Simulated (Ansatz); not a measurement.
**BH2O (SMILES [BH]O) at 6 levels**

We compute a comparison of 6 runs (UBHLYP/STO-3G, UPBE0/STO-3G, RPA@PBE/STO-3G, UMP2/STO-3G, UBCCD(T)/STO-3G, UCCSDT(Q)/STO-3G) of BH2O. 

The calculation is run with Ansatz 0.2.0.

58 further runs of the same task are left out: 58 set aside as unsound or not needed.

**1. The structure to begin with**

BH2O has 4 atoms, charge 0, and is taken as a doublet. As SMILES, `[BH]O`. The H3–B1 distance was set to 1.801 Å, away from the relaxed value. At this shape a bond of the SMILES string is far longer than usual.

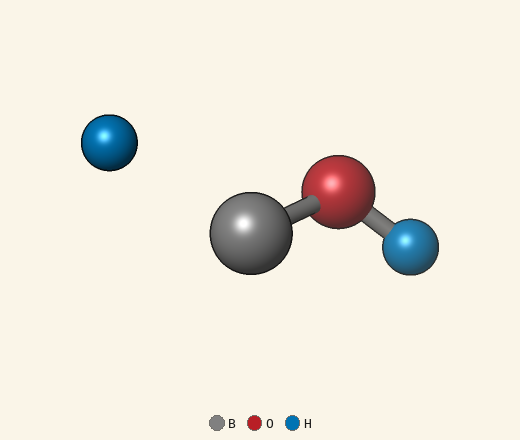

Viewed from a chosen angle; boron grey, oxygen red, hydrogen blue.

**2. A single-point energy at UBHLYP/STO-3G (run 1)**

molecule.yaml reads:

```yaml
crystal:
  periodic: [false, false, false]
  atoms:
    - {symbol: B, position_ang: [0.522940, -0.212055, 0.312301]}
    - {symbol: O, position_ang: [0.648740, 0.817945, -0.524599]}
    - {symbol: H, position_ang: [-1.064200, -1.032400, 0.540300]}
    - {symbol: H, position_ang: [1.535140, 1.186645, -0.576299]}
basis:
  gaussian: {orbitals: STO-3G}
hamiltonian: {xc: {name: BHLYP}}
accuracy: high
magnetization: {spin_polarized: true, initial_magnetization: 1}
```

On the command line:

```console
$ ansatz run molecule.yaml --threads 1 --pin off --max-ram 2610MiB --events-out events.jsonl --progress --plain --runs-dir runs
```

The program printed:

```text
Warning: RAYON_NUM_THREADS=1 ignored (pool sized by the plan → 1); use --threads N
Functional definition: BHLYP
  name "BHLYP"
  parameter a = 0.5
  exchange = (1 - a)*b88_x + a*exact_x
  correlation = lyp_c
187 factors; integrals over basis functions are off by at most 2.8e-8 eV
mean field evaluation 1: about -2711.8720 eV, gradient 9.9e0 eV
mean field evaluation 2: about -2712.5701 eV, gradient 7.8e0 eV
mean field evaluation 4: about -2713.0437 eV, gradient 6.5e-1 eV
mean field evaluation 8: about -2713.0466 eV, gradient 4.4e-2 eV
mean field evaluation 16: about -2713.0467 eV, gradient 2.1e-6 eV
mean field -2713.04668451 eV, -99.7026266868 hartree, gradient 5.3e-8 eV, S^2 0.799448; 0 other end points of the search recorded, 0 dependent functions left out
reference -2713.04670088 eV, -99.7026272884 hartree; 8, 7 occupied and 4, 5 virtual orbitals, 187 factors
Total energy: -2713.04670088 eV, -99.7026272884 hartree
```

Wall time 0.72 s (1 thread of Arm Neoverse V2, shared host); peak memory 0.1 GiB.

**3. The energy at UPBE0/STO-3G (run 2)**

input.yaml reads:

```yaml
crystal:
  periodic: [false, false, false]
  atoms:
    - symbol: B
      position_ang: [0.522940, -0.212055, 0.312301]
    - symbol: O
      position_ang: [0.648740, 0.817945, -0.524599]
    - symbol: H
      position_ang: [-1.064200, -1.032400, 0.540300]
    - symbol: H
      position_ang: [1.535140, 1.186645, -0.576299]
basis:
  gaussian:
    orbitals: STO-3G
total_charge: 0
magnetization:
  spin_polarized: true
  initial_magnetization: 1
hamiltonian:
  xc: {name: PBE0}
accuracy: high
```

On the command line:

```console
$ ansatz run input.yaml --threads 1 --pin off --max-ram 2610MiB --events-out events.jsonl --progress --plain --runs-dir runs
```

The program printed:

```text
Warning: RAYON_NUM_THREADS=1 ignored (pool sized by the plan → 1); use --threads N
Functional definition: PBE0
  name "PBE0"
  parameter a = 0.25
  parameter kappa = 0.804
  parameter beta = 0.06672455060314922
  exchange = (1 - a)*pbe_x(kappa = kappa, mu = beta*pi^2/3) + a*exact_x
  correlation = pbe_c(beta = beta)
187 factors; integrals over basis functions are off by at most 2.8e-8 eV
mean field evaluation 1: about -2710.5988 eV, gradient 7.9e0 eV
mean field evaluation 2: about -2710.8304 eV, gradient 8.2e0 eV
mean field evaluation 4: about -2711.4252 eV, gradient 7.9e-1 eV
mean field evaluation 8: about -2711.3994 eV, gradient 2.2e-2 eV
mean field evaluation 16: about -2711.3995 eV, gradient 3.0e-6 eV
mean field -2711.39946795 eV, -99.6420925945 hartree, gradient 2.9e-8 eV, S^2 0.769772; 0 other end points of the search recorded, 0 dependent functions left out
reference -2711.39946923 eV, -99.6420926418 hartree; 8, 7 occupied and 4, 5 virtual orbitals, 187 factors
Total energy: -2711.39946923 eV, -99.6420926418 hartree
```

Wall time 0.8 s (1 thread of Arm Neoverse V2, shared host); peak memory 0.1 GiB.

**4. The energy at RPA@PBE/STO-3G (run 3)**

molecule.yaml reads:

```yaml
crystal:
  periodic: [false, false, false]
  atoms:
    - symbol: B
      position_ang: [0.522940, -0.212055, 0.312301]
    - symbol: O
      position_ang: [0.648740, 0.817945, -0.524599]
    - symbol: H
      position_ang: [-1.064200, -1.032400, 0.540300]
    - symbol: H
      position_ang: [1.535140, 1.186645, -0.576299]
basis:
  gaussian: {orbitals: STO-3G}
correlation: {method: rpa, frozen_orbitals: {B: 1, H: 0, O: 1}}
hamiltonian: {xc: {name: PBE}}
total_charge: 0
accuracy: high
magnetization: {spin_polarized: true, initial_magnetization: 1}
```

On the command line:

```console
$ ansatz run molecule.yaml --threads 1 --pin off --max-ram 2610MiB --events-out events.jsonl --progress --plain --runs-dir runs
```

The program printed:

```text
Warning: RAYON_NUM_THREADS=1 ignored (pool sized by the plan → 1); use --threads N
Functional definition: PBE
  name "PBE"
  parameter kappa = 0.804
  parameter beta = 0.06672455060314922
  exchange = pbe_x(kappa = kappa, mu = beta*pi^2/3)
  correlation = pbe_c(beta = beta)
187 factors; integrals over basis functions are off by at most 2.8e-8 eV
mean field evaluation 1: about -2710.5181 eV, gradient 6.8e0 eV
mean field evaluation 2: about -2710.4656 eV, gradient 6.8e0 eV
mean field evaluation 4: about -2711.0735 eV, gradient 1.8e0 eV
mean field evaluation 8: about -2711.1049 eV, gradient 4.1e-2 eV
mean field evaluation 16: about -2711.1050 eV, gradient 1.6e-6 eV
mean field -2711.10496356 eV, -99.6312697579 hartree, gradient 6.1e-8 eV, S^2 0.757773; 0 other end points of the search recorded, 0 dependent functions left out
2 core orbitals not correlated: weight in the atoms' cores, before any rotation towards them, 1.000 or more for the frozen orbitals, at most 0.000 for the correlated occupied ones
reference -2699.23705419 eV, -99.1951321330 hartree; 6, 5 occupied and 4, 5 virtual orbitals, 187 factors
Total energy: -2704.51991938 eV, -99.3892738478 hartree
```

Wall time 0.94 s (1 thread of Arm Neoverse V2, shared host); peak memory 0.11 GiB.

Runs 4 to 5 aren't shown in full; the table further down has their settings and results.

**5. A single-point energy at UCCSDT(Q)/STO-3G (run 6)**

molecule.yaml reads:

```yaml
crystal:
  periodic: [false, false, false]
  atoms:
    - {symbol: B, position_ang: [0.522940, -0.212055, 0.312301]}
    - {symbol: O, position_ang: [0.648740, 0.817945, -0.524599]}
    - {symbol: H, position_ang: [-1.064200, -1.032400, 0.540300]}
    - {symbol: H, position_ang: [1.535140, 1.186645, -0.576299]}
basis:
  gaussian: {orbitals: STO-3G}
magnetization: {spin_polarized: true, initial_magnetization: 1}
correlation: {method: ccsdt_q, frozen_orbitals: {B: 1, H: 0, O: 1}}
accuracy: high
scf: {omitted_lower_state_checks: [cluster_reference, increment]}
```

On the command line:

```console
$ ansatz run molecule.yaml --threads 1 --pin off --max-ram 2610MiB --events-out events.jsonl --progress --plain --runs-dir runs
```

The program printed:

```text
Warning: RAYON_NUM_THREADS=1 ignored (pool sized by the plan → 1); use --threads N
[... 12 lines left out ...]
2 core orbitals not correlated: weight in the atoms' cores, before any rotation towards them, 1.000 or more for the frozen orbitals, at most 0.000 for the correlated occupied ones
[... 36 lines left out ...]
Total energy: -2703.01301733 eV, -99.3338962190 hartree
Checks for a lower state left out: cluster_reference, increment
```

It took 0.42 s on 1 thread of Arm Neoverse V2, shared host.

**6. The series**

```tsv
run	level	frozen core orbitals	energy (Eh)	⟨S²⟩	wall time
1	UBHLYP/STO-3G	–	-99.702627	0.799	0.72 s
2	UPBE0/STO-3G	–	-99.642093	0.770	0.8 s
3	RPA@PBE/STO-3G	2	-99.389274	0.758	0.94 s
4	UMP2/STO-3G	2	-99.292144	0.919	0.06 s
5	UBCCD(T)/STO-3G	2	-99.333028	0.919	0.14 s
6	UCCSDT(Q)/STO-3G	2	-99.333896	0.919	0.42 s
```

**7. What came out**

```
                                          quantity         value
                               run 6: total energy  -99.33390 Eh
run 6: correlation energy (2 core orbitals frozen)    -115.6 mEh
          run 6: ⟨S²⟩ of the reference determinant         0.919
                              run 6: T1 diagnostic         0.049
```

**Reading.** Totals of different functionals can't be ranked against each other. In runs 1, 2, 3, 4, 5, 6 the basis is minimal, so the values are rough. Spin contamination of the reference: run 4 ⟨S²⟩ = 0.92, run 5 ⟨S²⟩ = 0.92, run 6 ⟨S²⟩ = 0.92. All runs together took 3.1 s, the longest 0.94 s.
